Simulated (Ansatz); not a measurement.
# AlPt: relaxation and properties

Aim: for AlPt, find the equilibrium cell and compute bands, density of states and charges.

Program: Ansatz 0.2.0. Level of theory: DFT LDA, scalar-relativistic, plane waves, PAW. These are calculated values, not measurements.

## (1) Starting point

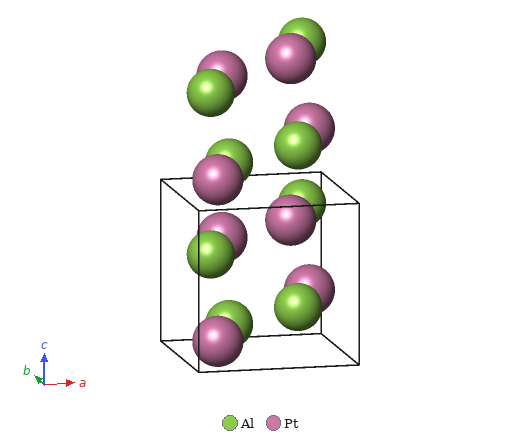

Start, viewed slightly off an axis; aluminium green, platinum pink. 1×1×2 cells are drawn.

Structure file:

```cif
data_structure
_symmetry_space_group_name_H-M 'P 1'
_symmetry_Int_Tables_number 1
_cell_length_a 4.8789
_cell_length_b 4.8789
_cell_length_c 4.8789
_cell_angle_alpha 90.000
_cell_angle_beta 90.000
_cell_angle_gamma 90.000
_cell_volume 116.14
loop_
_atom_site_label
_atom_site_type_symbol
_atom_site_fract_x
_atom_site_fract_y
_atom_site_fract_z
_atom_site_occupancy
Al1 Al 0.84403 0.84403 0.84403 1
Al2 Al 0.65597 0.15597 0.34403 1
Al3 Al 0.34403 0.65597 0.15597 1
Al4 Al 0.15597 0.34403 0.65597 1
Pt1 Pt 0.15506 0.15506 0.15506 1
Pt2 Pt 0.34494 0.84494 0.65506 1
Pt3 Pt 0.65506 0.34494 0.84494 1
Pt4 Pt 0.84494 0.65506 0.34494 1
```

Source of the structure: the Materials Project (structure only).

## (2) Quick check of gap, pressure and forces

The input, input.yaml:

```yaml
crystal:
  lattice:
    - [4.87893207, 0.0, 0.0]
    - [0.0, 4.87893207, 0.0]
    - [0.0, 0.0, 4.87893207]
  atoms:
    - { symbol: Al, position: [0.8440321, 0.8440321, 0.8440321] }
    - { symbol: Al, position: [0.6559679, 0.1559679, 0.3440321] }
    - { symbol: Al, position: [0.3440321, 0.6559679, 0.1559679] }
    - { symbol: Al, position: [0.1559679, 0.3440321, 0.6559679] }
    - { symbol: Pt, position: [0.15506306, 0.15506306, 0.15506306] }
    - { symbol: Pt, position: [0.34493694, 0.84493694, 0.65506306] }
    - { symbol: Pt, position: [0.65506306, 0.34493694, 0.84493694] }
    - { symbol: Pt, position: [0.84493694, 0.65506306, 0.34493694] }
basis:
  ecutwfc: 420
kpoints:
  mp_grid: { grid: [4, 4, 4] }
hamiltonian:
  xc: lda
scf:
  occupations: { method: gaussian, width: 0.1 }
output:
  forces: true
  stress: true
  eigenvalues: true
```

Command:

```bash
> ansatz run input.yaml --threads 2 --pin off --max-ram 5120MiB --backend cpu --events-out ev --progress --plain --runs-dir out
```

What it wrote, cut to the lines that bear on the results:

```text
[...]
SCF converged after 6 iterations
Free energy (F): -51040.070366 eV
[...]
E sigma→0 (E₀):  -51040.065742 eV
Entropy (-TS):   -0.009249 eV (-1.156 meV/atom)
Fermi energy:    16.712004 eV
[...]
--- Forces (eV/Å), atoms counted from 1 ---
  atom   1  Al    -0.00890773    -0.00890773    -0.00890773
  atom   2  Al     0.00890773     0.00890773    -0.00890773
  atom   3  Al    -0.00890773     0.00890773     0.00890773
  atom   4  Al     0.00890773    -0.00890773     0.00890773
  atom   5  Pt    -0.01024904    -0.01024904    -0.01024904
  atom   6  Pt     0.01024904     0.01024904    -0.01024904
  atom   7  Pt    -0.01024904     0.01024904     0.01024904
  atom   8  Pt     0.01024904    -0.01024904     0.01024904
[...]
--- Stress (GPa, compression-positive) ---
       -5.437240      -0.000000      -0.000000
       -0.000000      -5.437240       0.000000
       -0.000000       0.000000      -5.437240
  P = ⅓ Tr σ = -5.4372 GPa (-54.372 kbar)
--- Band table (eV; the first three rows and the last of 11) ---
[...]
```

Run time: 8.8 s. Hardware: 2 threads of Intel Xeon at 2.50GHz (Skylake/Cascade Lake), shared host; peak memory 0.36 GiB.

From the probe: pressure -5.4 GPa, largest force 0.02 eV/Å, gap on this mesh none (metal). By this gap the next run takes a mesh of 8×8×8.

## (3) The relaxation

input.yaml: that of step 2 with these lines changed.

```diff
@@ -17,3 +17,3 @@
 kpoints:
-  mp_grid: { grid: [4, 4, 4] }
+  mp_grid: { grid: [8, 8, 8] }
 hamiltonian:
@@ -26 +26,6 @@
   eigenvalues: true
+relax:
+  adjacent_minimum: "off"
+  f_tol: 0.005
+  max_steps: 80
+  cell: { stress_tol: 0.05 }
```

Command:

```bash
> ansatz run input.yaml --threads 2 --pin off --max-ram 5120MiB --backend cpu --events-out ev --progress --plain --runs-dir out
```

What it wrote:

```text
Warning: RAYON_NUM_THREADS=2 ignored (pool sized by the plan → 2); use --threads N
Engine: ansatz 0.2.0, x86_64-unknown-linux-gnu
Pseudopotentials: kind: paw
Pseudopotential: Al, paw, valence charge 3, recommended cutoff 420 eV (normal), Al.paw.azcp
Pseudopotential: Pt, paw, valence charge 18, recommended cutoff 420 eV (normal), Pt.paw.azcp
Functional definition: SPW92
  exchange = slater_x
  correlation = pw_c
Crystal: 8 atoms, lattice volume = 116.138 Å³
Basis set: ecut = 420 eV, 2301 PW (Γ)
Bands: 51, of which v1, the nominal top of the filled ones, is band 42 counted from 1 (41 counted from 0)
Symmetry: 12 space group operations
Space group: P213 (ITA 198), of the structure as read, at distance tolerance 4.9e-5 Å
k-points: 45 of 512 (time reversal used)
Non-local potential: Al, projectors of the file, l = 0: 2, l = 1: 2, l = 2: 1
Non-local potential: Pt, projectors of the file, l = 0: 3, l = 1: 2, l = 2: 2, l = 3: 1
PAW form: soft (Blöchl's): semilocal exchange-correlation on the pseudo side does not see the compensation charge
PAW frozen core: Al, regenerated for the run's functional, and the local potential with it (the file was generated under x = pbe(κ = 0.804, μ = 0.2195149727645171), c = pbe(β = 0.06672455060314922))
PAW frozen core: Pt, regenerated for the run's functional, and the local potential with it (the file was generated under x = pbe(κ = 0.804, μ = 0.2195149727645171), c = pbe(β = 0.06672455060314922))
PAW one-centre angular grid: Al, 110 points (default); XC on 64 Gauss nodes
PAW one-centre angular grid: Pt, 590 points (default); XC on 64 Gauss nodes
Initial density: superposition of atomic densities (neutral atoms: chi_scale 0, normalization atom), corrected by the library's trained network
Initial wavefunctions: pseudopotential atomic-orbital guess
Functional: x = slater, c = lda
SCF iter   1: F=—  HF=-51040.017704 eV  |F-HF|=—  |Δ(HF+E_count)|=         —  Δρ=5.97e-3  dr2=2.47e-2  ethr=1.77e-3  ⟨swp⟩=7.4  Hψ=9354  notcnv=0  defer=12
preconditioner: auto → Kerker (q_TF=auto, 2.585 Å⁻¹)  [metal: Δε(μ)=0.154 eV  Ē_g=8.048 eV  σ=0.100 eV  W_gap=0.50  n_scr=32 (ndim 8)  ℏωp=24.8 eV  f_vac=0.000  D(μ)=1.87/eV (n_scr^D=6)]
SCF iter   2: F=—  HF=-51040.014751 eV  |F-HF|=—  |Δ(HF+E_count)|=   2.95e-3  Δρ=3.37e-3  dr2=6.91e-3  ethr=2.94e-5  ⟨swp⟩=1.4  Hψ=2684  notcnv=0  defer=18
SCF iter   3: F=—  HF=-51040.013318 eV  |F-HF|=—  |Δ(HF+E_count)|=   1.43e-3  Δρ=7.08e-4  dr2=7.11e-4  ethr=8.22e-6  ⟨swp⟩=1.0  Hψ=2176  notcnv=0  defer=18
SCF iter   4: F=—  HF=-51040.013130 eV  |F-HF|=—  |Δ(HF+E_count)|=   1.88e-4  Δρ=2.15e-4  dr2=4.09e-5  ethr=8.46e-7  ⟨swp⟩=2.2  Hψ=3220  notcnv=0  defer=18
SCF iter   5: F=—  HF=-51040.013097 eV  |F-HF|=—  |Δ(HF+E_count)|=   3.32e-5  Δρ=3.95e-5  dr2=9.65e-7  ethr=4.87e-8  ⟨swp⟩=2.4  Hψ=3723  notcnv=0  defer=18
SCF iter   6: F=-51040.013097 eV  HF=-51040.013097 eV  |F-HF|=1.95e-8  |Δ(HF+E_count)|=   1.24e-7  Δρ=7.03e-6  dr2=5.08e-8  ethr=1.19e-10  ⟨swp⟩=9.0  Hψ=9753  notcnv=0
SCF 1 converged in 6 iterations: F = -51040.013097 eV  dr2 = 5.08e-8
relax step   1: F+E_penalty+E_count = -51040.01309663 eV  Δ(F+E_penalty+E_count) = +0.000e0 eV  max|allowed force component| = 2.123e-2 eV/Å  Δτ_max = 0.0000 Å  P = -5.550 GPa  Ω = 116.138 Å³  (6 SCF iters, dr2 threshold 1.00e-7 eV, accepted)
Crystal: 8 atoms, lattice volume = 110.989 Å³
Basis set: ecut = 420 eV, 2109 PW (Γ)
Initial density: handed on by an earlier stage of this run
Initial wavefunctions: those handed on with the density
iter 1 solved again at ethr=6.64e-5 eV; its pass at ethr=3.10e-3 eV (dr2=5.58e-2 eV) is discarded
SCF iter   1: F=—  HF=-51040.065068 eV  |F-HF|=—  |Δ(HF+E_count)|=         —  Δρ=5.99e-3  dr2=5.87e-2  ethr=6.64e-5  ⟨swp⟩=1.2  Hψ=10545  notcnv=0
preconditioner: auto → Kerker (q_TF=auto, 2.605 Å⁻¹)  [metal: Δε(μ)=0.054 eV  Ē_g=8.373 eV  σ=0.100 eV  W_gap=0.29  n_scr=26 (ndim 8)  ℏωp=25.4 eV  f_vac=0.000  D(μ)=1.35/eV (n_scr^D=6)]
SCF iter   2: F=—  HF=-51040.050095 eV  |F-HF|=—  |Δ(HF+E_count)|=   1.50e-2  Δρ=2.35e-3  dr2=6.20e-3  ethr=6.64e-5  ⟨swp⟩=2.8  Hψ=3491  notcnv=0
SCF iter   3: F=—  HF=-51040.048502 eV  |F-HF|=—  |Δ(HF+E_count)|=   1.59e-3  Δρ=8.79e-4  dr2=6.28e-4  ethr=7.38e-6  ⟨swp⟩=2.6  Hψ=3394  notcnv=0
SCF iter   4: F=—  HF=-51040.048331 eV  |F-HF|=—  |Δ(HF+E_count)|=   1.72e-4  Δρ=1.07e-4  dr2=2.00e-5  ethr=7.48e-7  ⟨swp⟩=2.4  Hψ=3787  notcnv=0
SCF iter   5: F=-51040.048325 eV  HF=-51040.048325 eV  |F-HF|=2.73e-7  |Δ(HF+E_count)|=   5.91e-6  Δρ=2.25e-5  dr2=5.22e-7  ethr=9.52e-10  ⟨swp⟩=5.2  Hψ=10920  notcnv=0
SCF 2 converged in 5 iterations: F = -51040.048325 eV  dr2 = 5.22e-7
relax step   2: F+E_penalty+E_count = -51040.04832457 eV  Δ(F+E_penalty+E_count) = -3.523e-2 eV  max|allowed force component| = 1.541e-3 eV/Å  Δτ_max = 0.0056 Å  P = +3.899 GPa  Ω = 110.989 Å³  energy of the carried Pulay correction = +1.719e-3 eV  (5 SCF iters, dr2 threshold 8.00e-7 eV, accepted)
Crystal: 8 atoms, lattice volume = 113.055 Å³
Basis set: ecut = 420 eV, 2205 PW (Γ)
iter 1 solved again at ethr=1.10e-5 eV; its pass at ethr=3.10e-3 eV (dr2=9.22e-3 eV) is discarded
SCF iter   1: F=—  HF=-51040.073978 eV  |F-HF|=—  |Δ(HF+E_count)|=         —  Δρ=2.46e-3  dr2=1.03e-2  ethr=1.10e-5  ⟨swp⟩=1.2  Hψ=10199  notcnv=0
preconditioner: auto → Kerker (q_TF=auto, 2.597 Å⁻¹)  [metal: Δε(μ)=0.024 eV  Ē_g=8.266 eV  σ=0.100 eV  W_gap=0.14  n_scr=26 (ndim 8)  ℏωp=25.2 eV  f_vac=0.000  D(μ)=1.70/eV (n_scr^D=6)]
SCF iter   2: F=—  HF=-51040.071386 eV  |F-HF|=—  |Δ(HF+E_count)|=   2.59e-3  Δρ=9.79e-4  dr2=1.10e-3  ethr=1.10e-5  ⟨swp⟩=2.8  Hψ=3492  notcnv=0
SCF iter   3: F=—  HF=-51040.071105 eV  |F-HF|=—  |Δ(HF+E_count)|=   2.81e-4  Δρ=3.68e-4  dr2=1.17e-4  ethr=1.31e-6  ⟨swp⟩=2.3  Hψ=3413  notcnv=0
SCF iter   4: F=—  HF=-51040.071061 eV  |F-HF|=—  |Δ(HF+E_count)|=   4.40e-5  Δρ=4.56e-5  dr2=3.82e-6  ethr=1.39e-7  ⟨swp⟩=2.3  Hψ=3758  notcnv=0
SCF iter   5: F=-51040.071060 eV  HF=-51040.071060 eV  |F-HF|=4.74e-8  |Δ(HF+E_count)|=   1.14e-6  Δρ=9.68e-6  dr2=9.53e-8  ethr=9.52e-10  ⟨swp⟩=6.5  Hψ=9420  notcnv=0
SCF 3 converged in 5 iterations: F = -51040.071060 eV  dr2 = 9.53e-8
relax step   3: F+E_penalty+E_count = -51040.07106024 eV  Δ(F+E_penalty+E_count) = -2.274e-2 eV  max|allowed force component| = 8.213e-3 eV/Å  Δτ_max = 0.0015 Å  P = -0.189 GPa  Ω = 113.055 Å³  energy of the carried Pulay correction = +1.020e-3 eV  (5 SCF iters, dr2 threshold 8.00e-7 eV, accepted)
Crystal: 8 atoms, lattice volume = 112.980 Å³
iter 1 solved again at ethr=5.86e-8 eV; its pass at ethr=3.10e-3 eV (dr2=4.92e-5 eV) is discarded
SCF iter   1: F=—  HF=-51040.071213 eV  |F-HF|=—  |Δ(HF+E_count)|=         —  Δρ=3.46e-4  dr2=5.27e-5  ethr=5.86e-8  ⟨swp⟩=3.0  Hψ=10241  notcnv=0
preconditioner: auto → Kerker (q_TF=auto, 2.597 Å⁻¹)  [metal: Δε(μ)=0.040 eV  Ē_g=8.257 eV  σ=0.100 eV  W_gap=0.22  n_scr=26 (ndim 8)  ℏωp=25.2 eV  f_vac=0.000  D(μ)=1.62/eV (n_scr^D=6)]
SCF iter   2: F=—  HF=-51040.071203 eV  |F-HF|=—  |Δ(HF+E_count)|=   9.70e-6  Δρ=1.93e-4  dr2=2.00e-5  ethr=5.86e-8  ⟨swp⟩=1.0  Hψ=2295  notcnv=0
SCF iter   3: F=—  HF=-51040.071198 eV  |F-HF|=—  |Δ(HF+E_count)|=   5.57e-6  Δρ=2.39e-5  dr2=7.40e-7  ethr=2.38e-8  ⟨swp⟩=1.0  Hψ=2295  notcnv=0
SCF iter   4: F=—  HF=-51040.071197 eV  |F-HF|=—  |Δ(HF+E_count)|=   2.59e-7  Δρ=7.71e-6  dr2=9.81e-8  ethr=1.07e-10  ⟨swp⟩=5.4  Hψ=8195  notcnv=0
SCF iter   5: F=-51040.071197 eV  HF=-51040.071197 eV  |F-HF|=9.39e-10  |Δ(HF+E_count)|=   2.63e-8  Δρ=1.89e-6  dr2=3.35e-9  ethr=1.07e-10  ⟨swp⟩=4.0  Hψ=6660  notcnv=0
SCF 4 converged in 5 iterations: F = -51040.071197 eV  dr2 = 3.35e-9
relax step   4: F+E_penalty+E_count = -51040.07119742 eV  Δ(F+E_penalty+E_count) = -1.372e-4 eV  max|allowed force component| = 3.081e-3 eV/Å  Δτ_max = 0.0027 Å  P = -0.042 GPa  Ω = 112.980 Å³  energy of the carried Pulay correction = +1.045e-3 eV  (5 SCF iters, dr2 threshold 8.95e-8 eV, accepted)
Initial wavefunctions: pseudopotential atomic-orbital guess (no wavefunctions were taken with the density)
iter 1 solved again at ethr=4.77e-8 eV; its pass at ethr=3.10e-3 eV (dr2=4.01e-5 eV) is discarded
SCF iter   1: F=—  HF=-51040.070255 eV  |F-HF|=—  |Δ(HF+E_count)|=         —  Δρ=3.98e-5  dr2=2.60e-7  ethr=4.77e-8  ⟨swp⟩=3.1  Hψ=15068  notcnv=0
preconditioner: auto → Kerker (q_TF=auto, 2.597 Å⁻¹)  [metal: Δε(μ)=0.039 eV  Ē_g=8.257 eV  σ=0.100 eV  W_gap=0.22  n_scr=26 (ndim 8)  ℏωp=25.2 eV  f_vac=0.000  D(μ)=1.62/eV (n_scr^D=6)]
SCF iter   2: F=—  HF=-51040.070234 eV  |F-HF|=—  |Δ(HF+E_count)|=   2.10e-5  Δρ=2.06e-5  dr2=6.29e-8  ethr=3.10e-10  ⟨swp⟩=2.7  Hψ=4121  notcnv=0
SCF iter   3: F=—  HF=-51040.070234 eV  |F-HF|=—  |Δ(HF+E_count)|=   2.63e-8  Δρ=1.82e-6  dr2=6.66e-10  ethr=7.48e-11  ⟨swp⟩=3.0  Hψ=4172  notcnv=0
SCF iter   4: F=-51040.070234 eV  HF=-51040.070234 eV  |F-HF|=1.46e-11  |Δ(HF+E_count)|=  4.22e-10  Δρ=2.26e-7  dr2=4.54e-11  ethr=1.00e-12  ⟨swp⟩=6.4  Hψ=8762  notcnv=0
SCF 5 converged in 4 iterations: F = -51040.070234 eV  dr2 = 4.54e-11
relax step   5: F+E_penalty+E_count = -51040.07023381 eV  Δ(F+E_penalty+E_count) = +9.636e-4 eV  max|allowed force component| = 3.093e-3 eV/Å  Δτ_max = 0.0000 Å  P = -0.049 GPa  Ω = 112.980 Å³  stress off target by 4.88e-2 GPa  SCF on the basis re-selected at this cell (its energy is not comparable with the rows above)  (4 SCF iters)
basis re-selected at this cell: Δ(F+E_penalty+E_count) = +9.636e-4 eV, ΔP = -0.006 GPa vs the last step (what re-selecting the basis moved, of the pressure what is left beyond the Pulay correction that the steps carried, after the strain that the cell walked since its last selection, with what the two solves' SCF thresholds leave and, on support functions, any second-order correction that the steps lacked; it is no measure of the basis error at this ecutwfc). This SCF's stress stands 4.88e-2 GPa from its target on what of the cell is left free (relax.cell.stress_tol is 5.00e-2 GPa) and its largest allowed force component is 3.09e-3 eV/Å (relax.f_tol is 5.00e-3 eV/Å): within both
SCF converged after 4 iterations
Free energy (F): -51040.070234 eV
Harris-Foulkes:  -51040.070234 eV  (|F-HF|=1.46e-11)
Internal energy: -51040.062139 eV  (E = F + TS)
E sigma→0 (E₀):  -51040.066186 eV
Entropy (-TS):   -0.008095 eV (-1.012 meV/atom)
Fermi energy:    17.058287 eV
--- Per-component energies (eV) ---
  E_band       = -855.894834
  E_kinetic    = 2668.116521
  E_local      = -8581.273393  (includes V_loc(G=0)·N_el)
  E_nonlocal   = 865.206037
  E_hartree    = 3366.581246
  E_xc         = -1210.589026
  E_vxc        = -1343.370205  (∫ρ·V_xc dr)
  E_paw        = -38484.703174  (= ΣΔE_a)
  E_vpaw       = -1197.736833  (= ΣTr[D̂ρ^β])
  E_aug_tail   = 0.000673  (compensation charges beyond the density's cutoff)
  E_ewald      = -9665.479367
  E_core_change = 2.078344  (= ΣΔE_core)
  E_smearing   = -0.008095  (= −TS)
  E_closure    = -0.000000  (closes the sum)
  Σ components = -51040.070234   (vs F -51040.070234, Δ=0.00e0)
--- Forces (eV/Å), atoms counted from 1 ---
  atom   1  Al     0.00032993     0.00032993     0.00032993
  atom   2  Al    -0.00032993    -0.00032993     0.00032993
  atom   3  Al     0.00032993    -0.00032993    -0.00032993
  atom   4  Al    -0.00032993     0.00032993    -0.00032993
  atom   5  Pt     0.00309334     0.00309334     0.00309334
  atom   6  Pt    -0.00309334    -0.00309334     0.00309334
  atom   7  Pt     0.00309334    -0.00309334    -0.00309334
  atom   8  Pt    -0.00309334     0.00309334    -0.00309334
  max |Σ_I F_I| component: 7.89e-17 eV/Å
--- Stress (GPa, compression-positive) ---
       -0.048770      -0.000000      -0.000000
       -0.000000      -0.048770      -0.000000
       -0.000000      -0.000000      -0.048770
  P = ⅓ Tr σ = -0.0488 GPa (-0.488 kbar)
--- Band table (eV; the first three rows and the last of 45) ---
  k-point 0: bands = ["-81.7874", "-81.7802", "-81.7802", "-81.7802", "-36.0059", "-36.0059", "-36.0059", "-35.9516", "-35.9516", "-35.9516", "-35.9407", "-35.8958", "-35.8958", "-35.8683", "-35.8683", "-35.8683", "5.6202", "9.9795", "9.9795", "9.9795", "11.4479", "11.4479", "11.4479", "11.9255", "11.9255", "11.9255", "12.3164", "12.8268", "12.8268", "12.8400", "12.8400", "12.8400", "13.8487", "13.8487", "13.8487", "14.9482", "14.9482", "15.2777", "15.2777", "15.2777", "16.8639", "16.8639", "16.8639", "21.3478", "21.3478", "21.3478", "21.5355", "21.5355", "21.6636", "22.3112", "22.3112"]
  k-point 1: bands = ["-81.7872", "-81.7810", "-81.7801", "-81.7796", "-36.0115", "-36.0068", "-35.9983", "-35.9613", "-35.9543", "-35.9423", "-35.9393", "-35.8950", "-35.8934", "-35.8702", "-35.8700", "-35.8677", "5.7380", "9.6817", "10.0060", "10.0971", "11.3039", "11.3868", "11.5525", "11.7609", "11.8845", "12.2583", "12.4266", "12.4693", "12.5566", "12.7631", "13.0042", "13.1945", "13.7275", "13.8748", "14.0913", "14.8688", "14.8870", "14.9132", "15.2392", "15.7458", "16.4450", "16.7624", "17.6787", "20.4839", "20.7987", "20.8942", "20.9509", "21.3959", "21.7178", "22.2505", "22.5021"]
  k-point 2: bands = ["-81.7866", "-81.7821", "-81.7799", "-81.7793", "-36.0147", "-36.0092", "-35.9892", "-35.9672", "-35.9606", "-35.9470", "-35.9257", "-35.8931", "-35.8877", "-35.8746", "-35.8730", "-35.8685", "6.0863", "9.0743", "10.0623", "10.1576", "11.0639", "11.2867", "11.7147", "11.8464", "11.8906", "12.1890", "12.2227", "12.4945", "12.5059", "12.9583", "13.0813", "13.4946", "13.6849", "13.9318", "14.3842", "14.5307", "14.7412", "14.7586", "15.3804", "15.5937", "16.4885", "16.6186", "18.5305", "19.6969", "19.8465", "20.3274", "20.4081", "21.4503", "21.9849", "22.1987", "22.6406"]
  k-point 44: bands = ["-81.7820", "-81.7820", "-81.7820", "-81.7820", "-36.0019", "-36.0019", "-36.0019", "-36.0019", "-35.9312", "-35.9312", "-35.9312", "-35.9312", "-35.8701", "-35.8701", "-35.8701", "-35.8701", "9.5243", "9.5243", "9.5243", "9.5243", "10.8729", "10.8729", "10.8729", "10.8729", "12.0539", "12.0539", "12.0539", "12.0539", "12.5585", "12.5585", "12.5585", "12.5585", "14.2721", "14.2721", "14.2721", "14.2721", "14.5002", "14.5002", "14.5002", "14.5002", "16.2495", "16.2495", "16.2495", "16.2495", "23.6281", "23.6281", "23.6281", "23.6281", "24.2885", "24.2885", "24.2885"]
--- Relaxed structure (4 steps of the walk, 4 accepted, 1 SCFs on fresh bases) ---
  F+E_penalty+E_count = -51040.07023381 eV   max|allowed force component| = 3.093e-3 eV/Å   (the final SCF, on the basis selected at the relaxed cell)
  cell:  # Å, volume = 112.9797 Å³
    - [4.834298125235236, -2.5679065925163142e-33, -2.69630192214213e-33]
    - [-2.5679065925163142e-33, 4.834298125235236, 2.2067947279437077e-35]
    - [-1.9259299443872355e-33, 2.2067947279437077e-35, 4.834298125235236]
  atoms:
    - { symbol: Al, position: [0.84404799282843, 0.84404799282843, 0.84404799282843] }
    - { symbol: Al, position: [0.6559520071715701, 0.15595200717156998, 0.34404799282842996] }
    - { symbol: Al, position: [0.34404799282842996, 0.6559520071715701, 0.15595200717156998] }
    - { symbol: Al, position: [0.15595200717156998, 0.34404799282842996, 0.6559520071715701] }
    - { symbol: Pt, position: [0.15425662095145404, 0.15425662095145404, 0.15425662095145404] }
    - { symbol: Pt, position: [0.345743379048546, 0.8457433790485459, 0.654256620951454] }
    - { symbol: Pt, position: [0.654256620951454, 0.345743379048546, 0.8457433790485459] }
    - { symbol: Pt, position: [0.8457433790485459, 0.654256620951454, 0.345743379048546] }
```

It took 2.4 min on 2 threads of Intel Xeon at 2.50GHz (Skylake/Cascade Lake), shared host; peak memory 0.51 GiB.

Step by step:

```csv
step,E - E(step 1) (eV/cell),largest force component (eV/Å),pressure (GPa),volume (Å³)
1,0.0000,0.0212,-5.55,116.14
2,-0.0352,0.0015,3.90,110.99
3,-0.0580,0.0082,-0.19,113.06
4,-0.0581,0.0031,-0.04,112.98
5,-0.0571,0.0031,-0.05,112.98
```

Step 1 is the start. Step 5 repeats the geometry before it on a plane-wave basis chosen anew for that cell, so its energy need not be comparable with the rows above.

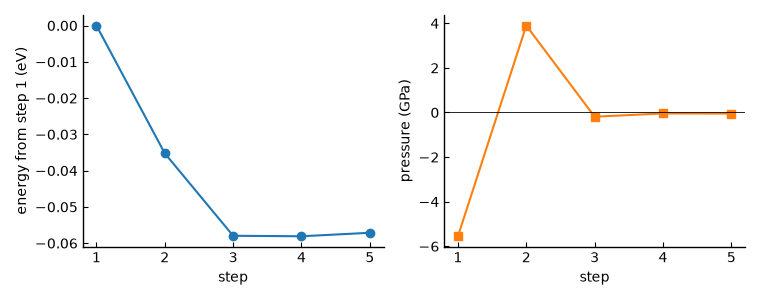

Energy and pressure along the relaxation.

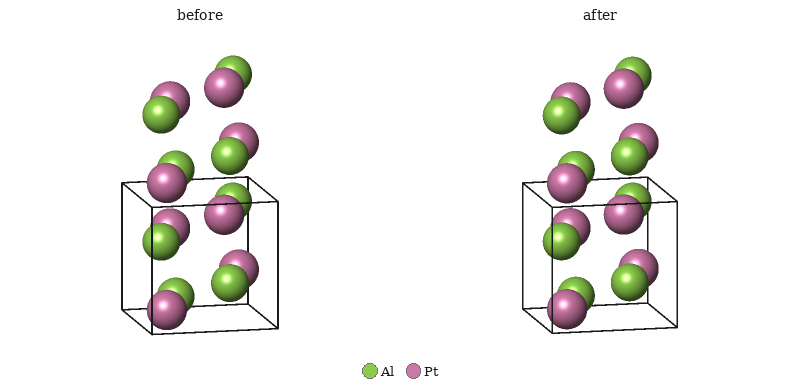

Before and after, at one scale. The change is too small to see at this scale.

|  | before | after | change |
| --- | --- | --- | --- |
| a (Å) | 4.879 | 4.834 | -0.9 % |
| b (Å) | 4.879 | 4.834 | -0.9 % |
| c (Å) | 4.879 | 4.834 | -0.9 % |
| volume (Å³/atom) | 14.52 | 14.12 | -2.7 % |
| shortest distance (Å) | 2.604 | 2.578 | -1.0 % |
| space group (0.01 Å) | P2_13 | P2_13 | same |

The run keeps the 12 symmetry operations of the start, so it could not have lowered the symmetry.

[end of part 1 of 2]
